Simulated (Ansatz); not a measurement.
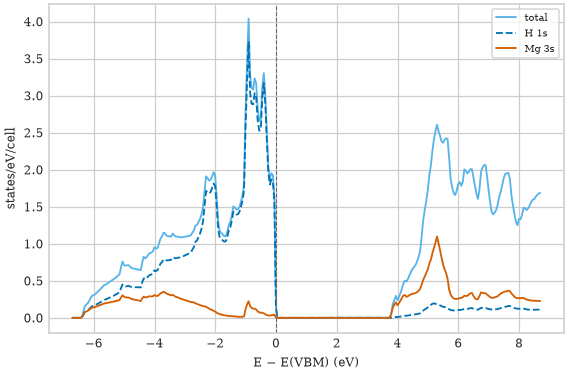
*Total and projected density of states of MgH₂ (rutile, space group No. 136), PBE in the plane-wave PAW code Ansatz*

Task: Which orbitals carry the states next to the gap?

Result: Top 1 eV of the valence band: H 1s 94 %. Bottom 1 eV of the conduction band: Mg 3s 56 %, H 1s 6 %, outside the projected shells 38 %. Projections are on Löwdin-orthogonalised atomic valence shells; empty p or d shells of many metals are not among them.

Task: Where is the tallest occupied peak in this window, and what makes it?

Result: Near -0.9 eV, about 4.0 states/eV per cell; the largest projected share is H 1s.

Space group P4_2/mnm (rutile). The PBE relaxation kept the symmetry of its start.

Potentials: the later of the program's two PAW sets.
